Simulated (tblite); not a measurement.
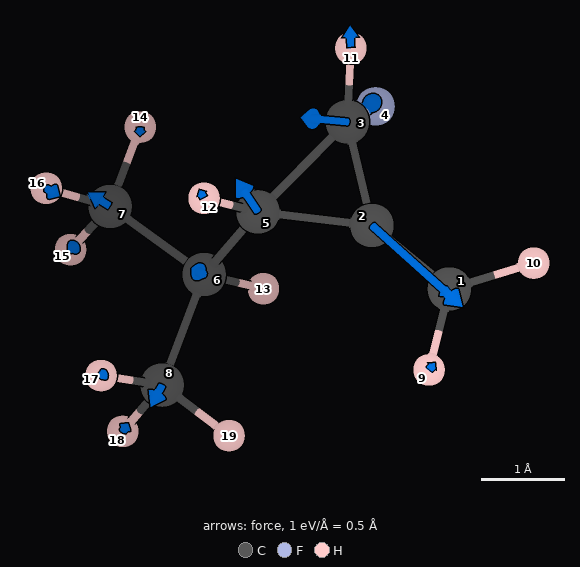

Starting geometry of C7H11F with the computed forces as blue arrows. A ball-and-stick model, seen at a tilt.

Level of theory: tblite, GFN2-xTB geometry optimisation, gas phase. 

> What follows when this structure is relaxed?

It isn't relaxed: the largest force vector, on C2, is 3.33 eV/Å. The final displacements follow the starting forces only in part (cosine between the two patterns 0.39). Over 47 geometry steps the energy falls by 19.3 kJ/mol. The largest move after the best rigid fit is that of H12, 0.11 Å. By element the largest moves are H 0.11 Å, C 0.07 Å, F 0.05 Å. Some distances before and after: C3–C5 1.569 → 1.517 Å, C2–C3 1.415 → 1.466 Å, C3–F4 1.393 → 1.370 Å, C7–H16 1.106 → 1.088 Å. Bond angles that change, for instance: C3–C2–C5 67.2° → 62.2°, F4–C3–H11 113.3° → 109.5°, C1–C2–C5 146.9° → 149.8°. The run took 0.24 s on 1 thread of Arm Neoverse V2, on a shared host.
